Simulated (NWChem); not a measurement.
**AgCl (silver chloride): levels of theory compared**

Wanted: a comparison of 6 runs (BLYP/def2-TZVPP, PBE0/def2-TZVPP, SVWN5/def2-TZVPP, r2SCAN/def2-TZVPP, revPBE/def2-TZVPP, CCSD(T)/def2-TZVPP) of AgCl (silver chloride). 

Program for the calculation: NWChem 7.3.0.

**1. The system as given**

The species is AgCl (2 atoms), meant as a singlet with charge 0. As SMILES, `[Cl][Ag]`. The shape is that of a PBE0-D4/def2-TZVP optimisation.

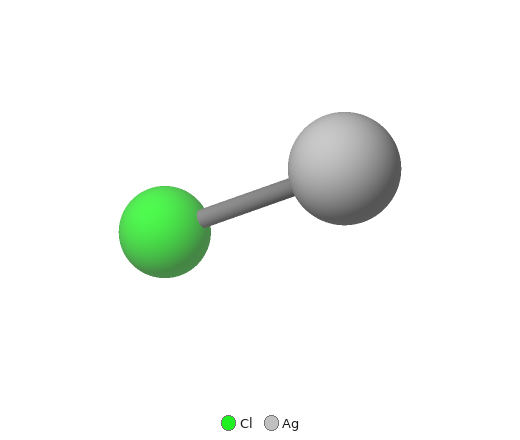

Viewed from a chosen angle; chlorine green, silver light grey.

**2. Energy and gradient at BLYP/def2-TZVPP (core potential) (run 1)**

File run.nw:

```
start run
title "AgCl"
memory total 2200 mb
charge 0

geometry units angstroms noautosym nocenter noautoz
   Cl    0.987600   -0.377500    0.491000
   Ag   -0.958100    0.317400   -0.487000
end

basis spherical bse
   Cl library def2-TZVPP
   Ag library def2-TZVPP
end

ecp bse
   Ag library def2-TZVPP
end

dft
   xc becke88 lyp
   grid fine
   convergence energy 1e-08
   maxiter 100
   mulliken
   print low
end

task dft gradient
```

Run with:

```bash
$ nwchem run.nw > run.out
```

Log:

```text
[...]
 d= 0,ls=0.0,diis     1   -607.1152074568 -6.82D+02  1.49D-02  1.32D+00     1.5
[...]
 d= 0,ls=0.0,diis    11   -607.2014655445 -5.55D-09  5.48D-07  5.12D-09    14.1
         Total DFT energy =     -607.201465544457
      One electron energy =    -1046.091848332123
           Coulomb energy =      406.474186628784
    Exchange-Corr. energy =      -42.358664851211
 Nuclear repulsion energy =       74.774861010093
[...]
      Total Density - Mulliken Population Analysis
     ---------------------------------------------
    Atom       Charge   Shell Charges
 -----------   ------   -------------------------------------------------------
    1 Cl  17    17.39   2.01  0.43  1.53  1.16  0.82  4.19  1.66  1.15  2.70  1.70  0.00  0.01  0.02  0.00
    2 Ag  19    18.61   0.03 -0.42  1.68  0.71  0.49  0.04  5.28  0.71  0.11  0.06  5.75  3.18  0.99  0.00  0.00  0.00
[...]
                         DFT ENERGY GRADIENTS
    atom               coordinates                        gradient
                 x          y          z           x          y          z
   1 Cl      1.866293  -0.713372   0.927855   -0.004483   0.001601  -0.002253
   2 Ag     -1.810546   0.599799  -0.920297    0.004483  -0.001601   0.002253
 Task  times  cpu:       18.6s     wall:       18.6s
 Total times  cpu:       18.7s     wall:       18.7s
```

It took 19 s on 1 thread of Intel Xeon 6975P-C (Granite Rapids), shared host; peak memory 0.14 GiB.

**3. Energy and forces at PBE0/def2-TZVPP (core potential) (run 2)**

File test.nw:

```
start test
title "AgCl gradient"
memory stack 880 mb heap 220 mb global 1100 mb

geometry units atomic noautosym nocenter noautoz
 Cl     1.86629352    -0.71337161     0.92785553
 Ag    -1.81054660     0.59979907    -0.92029662
end

basis spherical bse
 * library def2-TZVPP
end

ecp bse
 Ag library def2-TZVPP
end

dft
 xc pbe0
 mult 1
 grid fine
 convergence energy 1e-08
 iterations 100
 mulliken
 noprint "final vectors analysis"
end

task dft gradient
```

Run with:

```bash
$ nwchem test.nw > test.out
```

Log:

```text
[...]
          Wavefunction type:  closed shell.
          No. of atoms     :     2
          No. of electrons :    36
[...]
          Charge           :     0
          Spin multiplicity:     1
[...]
          AO basis - number of functions:    98
[...]
              XC Information
              --------------
                         PBE0 Method XC Functional
                     Hartree-Fock (Exact) Exchange  0.250
          PerdewBurkeErnzerhof Exchange Functional  0.750
            Perdew 1991 LDA Correlation Functional  1.000 local
           PerdewBurkeErnz. Correlation Functional  1.000 non-local
[...]
 d= 0,ls=0.0,diis     1   -607.0166341328 -6.82D+02  7.34D-03  8.94D-01     1.8
[...]
 d= 0,ls=0.0,diis    10   -607.0778574881 -8.48D-10  4.25D-07  1.14D-09    13.6
         Total DFT energy =     -607.077857488064
      One electron energy =    -1046.616370065924
           Coulomb energy =      407.053897114361
    Exchange-Corr. energy =      -42.290240193665
 Nuclear repulsion energy =       74.774855657164
[...]
      Total Density - Mulliken Population Analysis
     ---------------------------------------------
    Atom       Charge   Shell Charges
 -----------   ------   -------------------------------------------------------
    1 Cl  17    17.47   2.01  0.43  1.52  1.12  0.87  4.19  1.67  1.11  2.80  1.72  0.00  0.00  0.02  0.00
    2 Ag  19    18.53   0.03 -0.41  1.64  0.74  0.40  0.02  5.24  0.75  0.12  0.05  5.80  3.23  0.90  0.00  0.00  0.00
[...]
  wavefunction    = closed shell
                         DFT ENERGY GRADIENTS
    atom               coordinates                        gradient
                 x          y          z           x          y          z
   1 Cl      1.866294  -0.713372   0.927856    0.000242  -0.000087   0.000122
   2 Ag     -1.810547   0.599799  -0.920297   -0.000242   0.000087  -0.000122
[...]
```

It took 21 s on 1 thread of Intel Xeon 6975P-C (Granite Rapids), shared host; peak memory 0.14 GiB.

Runs 3 to 5 aren't shown in full; the table further down has their settings and results.

**4. The energy at CCSD(T)/def2-TZVPP (core potential) (run 6)**

File agcl.xyz:

```xyz
2
AgCl energy
Cl     0.987600    -0.377500     0.491000
Ag    -0.958100     0.317400    -0.487000
```

File agcl.nw:

```
start agcl
title "AgCl energy"
memory 2200 mb

geometry units angstrom noautosym nocenter noautoz
  load format xyz agcl.xyz
end

basis "ao basis" spherical bse
  * library def2-TZVPP
end

ecp bse
  Ag library def2-TZVPP
end

scf
  singlet
  rhf
  thresh 1e-08
  maxiter 80
  print medium
end

ccsd
  freeze core 5
  maxiter 60
end

task ccsd(t) energy
```

Run with:

```bash
$ nwchem agcl.nw > agcl.out
```

Log:

```text
[...]
  functions       =    98
[...]
  wavefunction    = RHF
[...]
         Total SCF energy =   -605.672451718603
      One-electron energy =  -1047.178516283635
      Two-electron energy =    366.731203554939
 Nuclear repulsion energy =     74.774861010093
        Time for solution =     16.8s
[...]
 Total MP2 energy:           -606.522577640550821
[...]
             energy      energy      error      ampl     ampl      Block
                                                time     time      time
[...]
 Total CCSD energy:           -606.506342389308998
[...]
 Total CCSD+T(CCSD) energy:           -606.535112052938189
[...]
 Total CCSD(T) energy:                -606.533650926266205
[...]
```

Wall time 3.3 min (1 thread of Intel Xeon 6975P-C (Granite Rapids), shared host); peak memory 0.37 GiB.

**5. All runs side by side**

```csv
run,level,task,integration grid,energy (Eh),largest force (eV/Å),wall time
1,BLYP/def2-TZVPP (core potential),gradient,fine,-607.201466,0.271,19 s
2,PBE0/def2-TZVPP (core potential),gradient,fine,-607.077857,0.015,21 s
3,SVWN5/def2-TZVPP (core potential),gradient,fine,-605.497279,0.736,17 s
4,r2SCAN/def2-TZVPP (core potential),gradient,fine,-607.251515,0.153,19 s
5,revPBE/def2-TZVPP (core potential),gradient,fine,-607.209280,0.152,20 s
6,CCSD(T)/def2-TZVPP (core potential),energy,–,-606.533651,–,3.3 min
```

**6. Outcome**

| quantity | value |
| --- | --- |
| run 6: total energy | -606.53365 Eh |
| run 6: HOMO energy (Hartree–Fock orbitals) | -10.35 eV |
| run 6: LUMO energy (Hartree–Fock orbitals) | -0.46 eV |
| run 6: HOMO–LUMO gap (Hartree–Fock orbitals) | 9.89 eV |
| run 6: correlation energy (5 core orbitals frozen) | -861.2 mEh |
| run 6: (T) correction | -27.31 mEh |

In words: Over runs 2, 3, 4, 5 the dipole moment (its size) runs from 4.67 D (SVWN5/def2-TZVPP) to 5.60 D (PBE0/def2-TZVPP). Over runs 3, 4, 5 the HOMO–LUMO gap runs from 2.24 eV (SVWN5/def2-TZVPP) to 2.76 eV (r2SCAN/def2-TZVPP). Totals of different functionals can't be ranked against each other. All runs together took 4.9 min, the longest 3.3 min.
